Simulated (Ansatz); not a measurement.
**BeAs7O12 (charge −1): geometry relaxation (part 2 of 3)**

BeAs7O12 (defect cell, 20 atoms in the cell, total charge −1); DFT, PBE, plane-wave PAW, default files, scalar-relativistic, no spin polarisation (Ansatz 0.2.0); cutoff 420 eV, 3×3×3 k-mesh, Fermi–Dirac smearing of 0.01 eV. The structure derives from an entry of the Crystallography Open Database. It belongs to a series of runs on one base structure; here: Be on a As site, charge -1, ions relaxed.

Geometry of the input (Å; fractional positions):
```
0.0000  5.5367  5.5367
5.5367  0.0000  5.5367
5.5367  5.5367  0.0000
Be 0.3972  0.3972  0.3972
As 0.4416  0.8528  0.8528
As 0.3972  0.3972  0.8084
As 0.8528  0.4416  0.8528
As 0.8084  0.3972  0.3972
As 0.8528  0.8528  0.8528
As 0.3972  0.8084  0.3972
As 0.8528  0.8528  0.4416
O  0.9226  0.5774  0.5774
O  0.3274  0.6726  0.3274
O  0.5774  0.9226  0.9226
O  0.6726  0.3274  0.6726
O  0.5774  0.9226  0.5774
O  0.3274  0.3274  0.6726
O  0.9226  0.5774  0.9226
O  0.6726  0.6726  0.3274
O  0.3274  0.6726  0.6726
O  0.5774  0.5774  0.9226
O  0.6726  0.3274  0.3274
O  0.9226  0.9226  0.5774
```

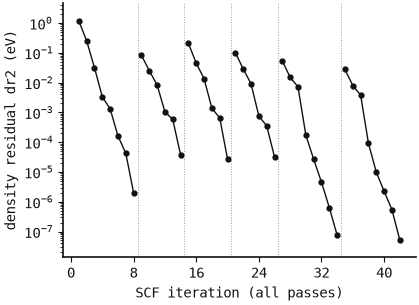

Convergence of the self-consistent field: density residual dr2 against the SCF iteration. The dotted lines part the SCF passes of the relaxation: geometry steps, rejected trials and re-solves on a re-selected basis. The 6 passes take 6 to 8 iterations each, 42 in all.

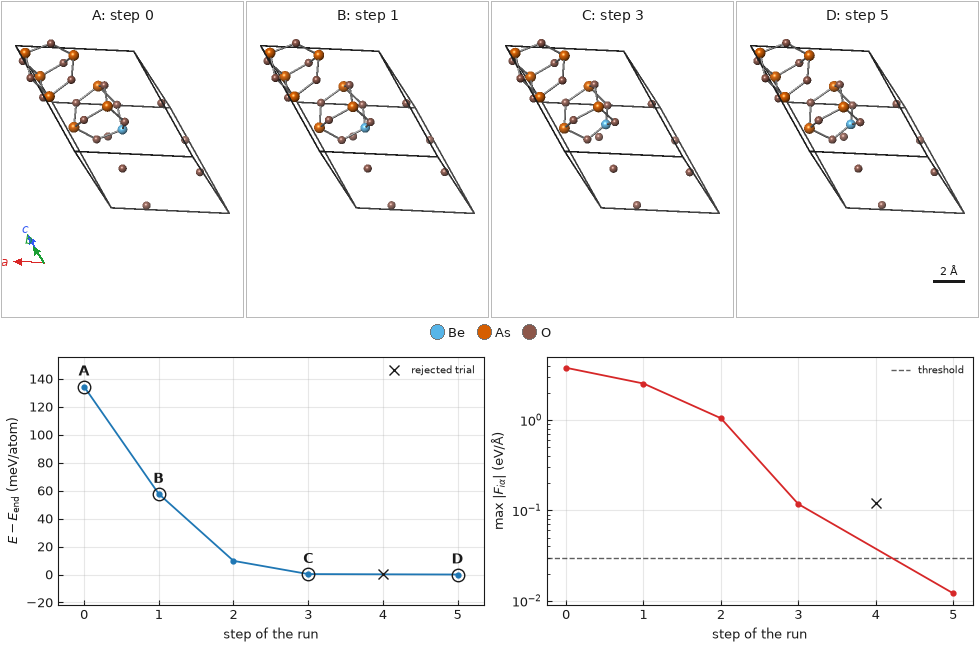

Frames of the relaxation (ball-and-stick view of the cell of the calculation (origin shifted), seen at an oblique angle) above the curves, on which the letters mark them (the first geometry is step 0 here and step 1 in the log).

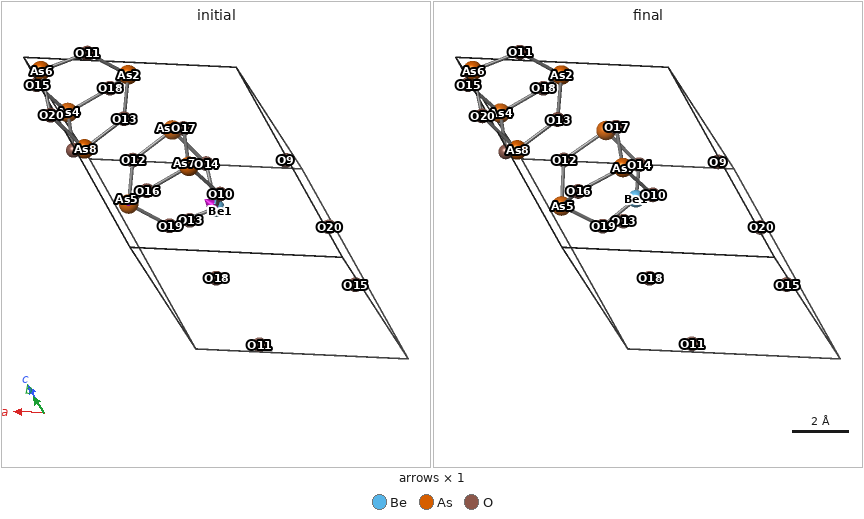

Before (left) and after (right) the relaxation, at one scale (ball-and-stick view of the cell of the calculation (origin shifted), seen at an oblique angle). The pink arrows give the displacements, at true length. Over 5 geometry steps the energy falls by 134 meV per atom. The largest force component goes from 3.8 to 0.012 eV/Å. The line search rejected the trial step at point 4 (counted from 0) and went back. The largest move is that of Be1, 0.59 Å. Largest moves by element: Be 0.59 Å, As 0.09 Å, O 0.07 Å. The cell stays as it was. Among the contacts that change: Be1–O10 1.786 → 1.561 Å, As3–O12 1.786 → 1.851 Å, As2–O11 1.786 → 1.831 Å, As6–O11 1.786 → 1.819 Å. Among the angles that change: O10–Be1–O14 98.4° → 118.0°, Be1–O19–As5 128.7° → 109.7°, As3–O12–As5 128.7° → 125.0°. (Atoms are counted from 1 in the order of the input.)

```
NSCF: frozen V_eff on 6 k-points
the band table was solved once a step of the walk had ended and its energy, with any forces and stress, was formed, with the checks that follow a solve (2991 applications of the Hamiltonian). They found nothing against the state; the energy, forces and stress were not computed again (output.eigenvalues in the input reference)
SCF converged after 8 iterations
Free energy (F): -40885.616252 eV
Harris-Foulkes:  -40885.616252 eV  (|F-HF|=5.42e-8)
Internal energy: -40885.616252 eV  (E = F + TS)
E sigma→0 (E₀):  -40885.616252 eV
Fermi energy:    5.648134 eV
--- Per-component energies (eV) ---
  E_band       = -2525.267279
  E_kinetic    = 2845.990097
  E_local      = -24886.269295  (includes V_loc(G=0)·N_el)
  E_nonlocal   = -4095.719566
  E_hartree    = 12068.163361
  E_xc         = -1460.169112
  E_vxc        = -1705.200862  (∫ρ·V_xc dr)
  E_paw        = -14812.354484  (= ΣΔE_a)
  E_vpaw       = 1179.567478  (= ΣTr[D̂ρ^β])
  E_aug_tail   = 0.029340  (compensation charges beyond the density's cutoff)
  E_ewald      = -10545.286593
  E_smearing   = -0.000000  (= −TS)
  E_closure    = -0.000000  (closes the sum)
  E_deformation_potential = -10.870285  (in the stress; not in F)
  Σ components = -40885.616252   (vs F -40885.616252, Δ=0.00e0)
--- Forces (eV/Å), atoms counted from 1 ---
  atom   1  Be    -0.00491405    -0.00491405    -0.00491405
  atom   2  As     0.00420063     0.00527956     0.00527956
  atom   3  As    -0.00006337    -0.00006337    -0.00773735
  atom   4  As     0.00527956     0.00420063     0.00527956
  atom   5  As    -0.00773735    -0.00006337    -0.00006337
  atom   6  As     0.01113570     0.01113570     0.01113570
  atom   7  As    -0.00006337    -0.00773735    -0.00006337
  atom   8  As     0.00527956     0.00527956     0.00420063
  atom   9  O      0.00156494     0.00174047     0.00174047
  atom  10  O      0.00442597    -0.00099176     0.00442597
  atom  11  O      0.00230210    -0.01209881    -0.01209881
  atom  12  O     -0.00136565    -0.00143586    -0.00136565
  atom  13  O      0.00174047     0.00156494     0.00174047
  atom  14  O      0.00442597     0.00442597    -0.00099176
  atom  15  O     -0.01209881     0.00230210    -0.01209881
  atom  16  O     -0.00136565    -0.00136565    -0.00143586
  atom  17  O     -0.00143586    -0.00136565    -0.00136565
  atom  18  O      0.00174047     0.00174047     0.00156494
  atom  19  O     -0.00099176     0.00442597     0.00442597
  atom  20  O     -0.01209881    -0.01209881     0.00230210
  max |Σ_I F_I| component: 3.93e-5 eV/Å
--- Stress (GPa, compression-positive) ---
        0.852303       0.122252       0.122252
        0.122252       0.852303       0.122252
        0.122252       0.122252       0.852303
  P = ⅓ Tr σ = 0.8523 GPa (8.523 kbar)
--- PAW observables at the nuclei: V_zz in 10²¹ V/m², potentials from the cell's mean, atoms counted from 1 ---
  atom   1  Be V_zz =    +1.416199   η = 0.0000   by run symmetry: allowed   C_q = +1.8108 MHz
            electrostatic potential = -240.914105 V   contact ρ = 238.951015 e/Å³
  atom   2  As V_zz =   -26.423904   η = 0.0401   by run symmetry: allowed   C_q = -198.7063 MHz
            electrostatic potential = -4508.933208 V   contact ρ = 235528.960038 e/Å³
  atom   3  As V_zz =   -28.730730   η = 0.1806   by run symmetry: allowed   C_q = -216.0536 MHz
            electrostatic potential = -4509.426662 V   contact ρ = 235524.589535 e/Å³
  atom   4  As V_zz =   -26.423904   η = 0.0401   by run symmetry: allowed   C_q = -198.7063 MHz
            electrostatic potential = -4508.933208 V   contact ρ = 235528.960038 e/Å³
  atom   5  As V_zz =   -28.730730   η = 0.1806   by run symmetry: allowed   C_q = -216.0536 MHz
            electrostatic potential = -4509.426662 V   contact ρ = 235524.589535 e/Å³
  atom   6  As V_zz =   -26.312663   η = 0.0000   by run symmetry: allowed   C_q = -197.8698 MHz
            electrostatic potential = -4508.884311 V   contact ρ = 235528.652651 e/Å³
  atom   7  As V_zz =   -28.730730   η = 0.1806   by run symmetry: allowed   C_q = -216.0536 MHz
            electrostatic potential = -4509.426662 V   contact ρ = 235524.589535 e/Å³
  atom   8  As V_zz =   -26.423904   η = 0.0401   by run symmetry: allowed   C_q = -198.7063 MHz
            electrostatic potential = -4508.933208 V   contact ρ = 235528.960038 e/Å³
  atom   9  O  V_zz =   +12.281340   η = 0.8090   by run symmetry: allowed   C_q = -7.5963 MHz
            electrostatic potential = -619.158487 V   contact ρ = 2158.583229 e/Å³
  atom  10  O  V_zz =   +10.967799   η = 0.5575   by run symmetry: allowed   C_q = -6.7838 MHz
            electrostatic potential = -620.072530 V   contact ρ = 2157.207564 e/Å³
  atom  11  O  V_zz =   +11.885553   η = 0.8225   by run symmetry: allowed   C_q = -7.3515 MHz
            electrostatic potential = -619.037974 V   contact ρ = 2158.623951 e/Å³
  atom  12  O  V_zz =   +11.341674   η = 0.8427   by run symmetry: allowed   C_q = -7.0151 MHz
            electrostatic potential = -619.422283 V   contact ρ = 2158.857700 e/Å³
  atom  13  O  V_zz =   +12.281340   η = 0.8090   by run symmetry: allowed   C_q = -7.5963 MHz
            electrostatic potential = -619.158487 V   contact ρ = 2158.583229 e/Å³
  atom  14  O  V_zz =   +10.967799   η = 0.5575   by run symmetry: allowed   C_q = -6.7838 MHz
            electrostatic potential = -620.072530 V   contact ρ = 2157.207564 e/Å³
  atom  15  O  V_zz =   +11.885553   η = 0.8225   by run symmetry: allowed   C_q = -7.3515 MHz
            electrostatic potential = -619.037974 V   contact ρ = 2158.623951 e/Å³
  atom  16  O  V_zz =   +11.341674   η = 0.8427   by run symmetry: allowed   C_q = -7.0151 MHz
            electrostatic potential = -619.422283 V   contact ρ = 2158.857700 e/Å³
  atom  17  O  V_zz =   +11.341674   η = 0.8427   by run symmetry: allowed   C_q = -7.0151 MHz
            electrostatic potential = -619.422283 V   contact ρ = 2158.857700 e/Å³
  atom  18  O  V_zz =   +12.281340   η = 0.8090   by run symmetry: allowed   C_q = -7.5963 MHz
            electrostatic potential = -619.158487 V   contact ρ = 2158.583229 e/Å³
  atom  19  O  V_zz =   +10.967799   η = 0.5575   by run symmetry: allowed   C_q = -6.7838 MHz
            electrostatic potential = -620.072530 V   contact ρ = 2157.207564 e/Å³
  atom  20  O  V_zz =   +11.885553   η = 0.8225   by run symmetry: allowed   C_q = -7.3515 MHz
            electrostatic potential = -619.037974 V   contact ρ = 2158.623951 e/Å³
--- Band table (eV; the first three rows and the last of 6) ---
  k-point 0: bands = ["-31.7843", "-31.7843", "-31.7336", "-31.7336", "-31.7329", "-31.7255", "-31.7255", "-31.7205", "-31.6654", "-31.6654", "-31.6173", "-31.6173", "-31.6156", "-31.6091", "-31.6056", "-31.6056", "-31.6007", "-31.5587", "-31.5535", "-31.5535", "-31.2657", "-31.2657", "-31.2520", "-31.2503", "-31.2468", "-31.2468", "-31.1451", "-31.1380", "-31.1380", "-31.1278", "-31.1278", "-31.1199", "-31.0761", "-31.0721", "-31.0721", "-16.1729", "-15.2481", "-14.7246", "-14.6847", "-14.6847", "-14.1196", "-14.1196", "-13.8284", "-13.8284", "-13.3015", "-13.0508", "-13.0508", "-6.4766", "-6.4766", "-6.4283", "-5.5805", "-5.5805", "-3.5298", "-2.3894", "-2.0334", "-2.0334", "-2.0321", "-1.5861", "-1.2876", "-0.5785", "-0.5785", "-0.1696", "-0.0896", "-0.0896", "0.0547", "0.3148", "0.3148", "0.4225", "1.3300", "1.4257", "1.4257", "1.6541", "1.8356", "1.8356", "2.1623", "2.1869", "2.1869", "2.2132", "2.2132", "2.4929", "2.4929", "2.6276", "3.0461", "3.0461", "3.1210", "3.3137", "3.3137", "3.6321", "3.7589", "3.7589", "7.4941", "7.4941", "7.8860", "8.0076", "8.0076", "9.1625", "9.1625", "9.1895", "9.3680", "10.3712", "10.6469", "10.7099", "10.7099", "11.1490", "11.2464", "11.2464", "11.3630", "11.5531", "11.5531", "11.5696"]
  k-point 1: bands = ["-31.7843", "-31.7843", "-31.7336", "-31.7336", "-31.7329", "-31.7255", "-31.7255", "-31.7205", "-31.6654", "-31.6654", "-31.6173", "-31.6173", "-31.6156", "-31.6091", "-31.6056", "-31.6056", "-31.6007", "-31.5587", "-31.5536", "-31.5535", "-31.2657", "-31.2657", "-31.2520", "-31.2503", "-31.2468", "-31.2468", "-31.1450", "-31.1380", "-31.1380", "-31.1278", "-31.1277", "-31.1199", "-31.0761", "-31.0721", "-31.0721", "-16.1467", "-15.3002", "-14.7347", "-14.6975", "-14.6909", "-14.1356", "-14.0724", "-13.8197", "-13.7874", "-13.2886", "-13.0706", "-13.0668", "-6.4897", "-6.4360", "-6.4227", "-5.6189", "-5.6029", "-3.4680", "-2.4202", "-2.0362", "-2.0307", "-2.0018", "-1.3631", "-1.3375", "-0.6593", "-0.6227", "-0.4425", "-0.1319", "-0.0828", "0.0032", "0.4095", "0.4108", "0.6603", "1.1262", "1.1824", "1.3295", "1.5704", "1.8434", "1.8830", "2.1517", "2.1805", "2.2440", "2.3919", "2.3959", "2.4893", "2.6540", "2.7992", "2.8875", "3.0187", "3.0372", "3.2142", "3.3229", "3.5051", "3.6364", "3.7736", "7.6224", "7.6888", "7.9929", "8.4228", "8.5924", "8.9646", "9.0586", "9.4997", "9.7420", "10.1621", "10.3256", "10.5336", "10.6967", "10.8474", "10.8666", "11.1253", "11.3385", "11.3904", "11.5953", "11.6049"]
  k-point 2: bands = ["-31.7843", "-31.7843", "-31.7336", "-31.7336", "-31.7329", "-31.7255", "-31.7255", "-31.7205", "-31.6654", "-31.6654", "-31.6173", "-31.6173", "-31.6156", "-31.6091", "-31.6056", "-31.6056", "-31.6007", "-31.5587", "-31.5536", "-31.5535", "-31.2657", "-31.2657", "-31.2520", "-31.2503", "-31.2468", "-31.2468", "-31.1450", "-31.1380", "-31.1380", "-31.1278", "-31.1277", "-31.1199", "-31.0761", "-31.0721", "-31.0721", "-16.1350", "-15.3285", "-14.7300", "-14.7149", "-14.6724", "-14.1262", "-14.0811", "-13.8093", "-13.7814", "-13.2834", "-13.0778", "-13.0703", "-6.4513", "-6.4487", "-6.4294", "-5.6350", "-5.6129", "-3.4613", "-2.4280", "-2.0383", "-2.0267", "-1.9866", "-1.3880", "-1.2517", "-0.7073", "-0.6604", "-0.4950", "-0.1060", "-0.0801", "0.0600", "0.4386", "0.5353", "0.5595", "1.0375", "1.0962", "1.1968", "1.5971", "1.8099", "1.9071", "2.1872", "2.2343", "2.3424", "2.3901", "2.4277", "2.5086", "2.6783", "2.8155", "2.9759", "2.9999", "3.0309", "3.0981", "3.2784", "3.5044", "3.6470", "3.7795", "7.5716", "7.9911", "8.1605", "8.4680", "8.5612", "8.7495", "9.1723", "9.3315", "9.6895", "10.0504", "10.3779", "10.5022", "10.7666", "10.7827", "10.9026", "10.9573", "11.1750", "11.4375", "11.6014", "11.6087"]
```
